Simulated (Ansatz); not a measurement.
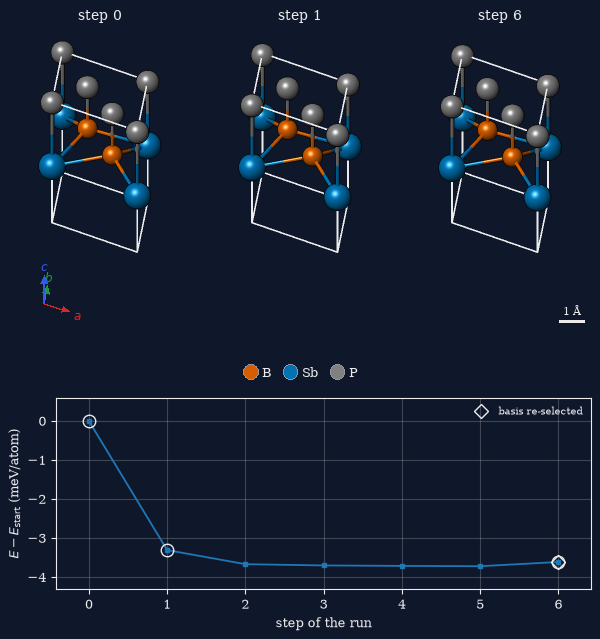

Frames of a relaxation of crystalline B2SbP3 (a generated structure, set up in P6mm), marked on the history of the run. Style: ball-and-stick. Shown: the cell of the calculation, from a free direction.

Theory: DFT PBE, scalar-relativistic, plane waves, PAW in Ansatz.

Input
```yaml
crystal:
  lattice:
    - [4.3509246503, 0.0, 0.0]
    - [-2.1754623251, 3.7680112771, 0.0]
    - [0.0, 0.0, 5.7275819719]
  atoms:
    - { symbol: B, position: [0.3333333333, 0.6666666667, 0.5827217247] }
    - { symbol: B, position: [0.6666666667, 0.3333333333, 0.5827217247] }
    - { symbol: Sb, position: [0.0, 0.0, 0.4665888472] }
    - { symbol: P, position: [0.3333333333, 0.6666666667, 0.9230715682] }
    - { symbol: P, position: [0.6666666667, 0.3333333333, 0.9230715682] }
    - { symbol: P, position: [0.0, 0.0, 0.991377107] }
basis:
  ecutwfc: 420
kpoints:
  mp_grid: { grid: [12, 12, 8] }
hamiltonian:
  xc: pbe
scf:
  occupations: { method: gaussian, width: 0.1 }
output:
  forces: true
  stress: true
  eigenvalues: true
relax:
  adjacent_minimum: "off"
  f_tol: 0.01
  max_steps: 80
  cell: { stress_tol: 0.05 }
```

Run as
```bash
ansatz run input.yaml --threads 1 --pin off --max-ram 2560MiB --backend cpu --events-out ev --progress --plain --runs-dir out
```

Question: Describe the path.

Answer: The atom that moves furthest relative to the cell is P6 (0.049 Å along −c). By element the largest moves are P 0.049 Å, Sb 0.020 Å, B 0.010 Å. The drawn cell changes as follows: a = b 4.351 → 4.366 Å (+0.4 %), c 5.728 → 5.584 Å (−2.5 %); the volume changes by −1.8 %. Among the contacts that change: Sb3–P6 3.006 → 2.902 Å, Sb3–P6 (another image) 2.722 → 2.683 Å, B1–Sb3 2.599 → 2.605 Å, B1–P4 1.949 → 1.955 Å. The space group stays P6mm (No. 183). After 5 accepted moves (6 points after the start) the energy has fallen by 3.6 meV per atom. The largest force component goes from 0.24 to 0.0013 eV/Å. Pressure: −0.02 GPa at the start and −0.01 GPa at the end. The SCF was repeated once at an unchanged geometry on a basis and grid sized afresh for the cell, which shifted the energy by 0.1 meV per atom at most. From step 0 to 1: P6 moves most (0.04 Å), volume −0.9 %, energy −3.3 meV per atom. From step 1 to 6: volume −0.9 %, energy −0.3 meV per atom.

| step | E − E(0), meV/atom | largest force component, eV/Å | pressure, GPa | volume, Å³/atom | note |
| --- | --- | --- | --- | --- | --- |
| 0 | 0.00 | 0.2433 | -0.02 | 15.650 |  |
| 1 | -3.31 | 0.0812 | -0.15 | 15.504 |  |
| 2 | -3.67 | 0.0588 | 0.15 | 15.350 |  |
| 3 | -3.70 | 0.0361 | 0.05 | 15.367 |  |
| 4 | -3.71 | 0.0129 | -0.04 | 15.377 |  |
| 5 | -3.72 | 0.0014 | 0.00 | 15.368 |  |
| 6 | -3.61 | 0.0013 | -0.01 | 15.368 | same geometry, new basis |
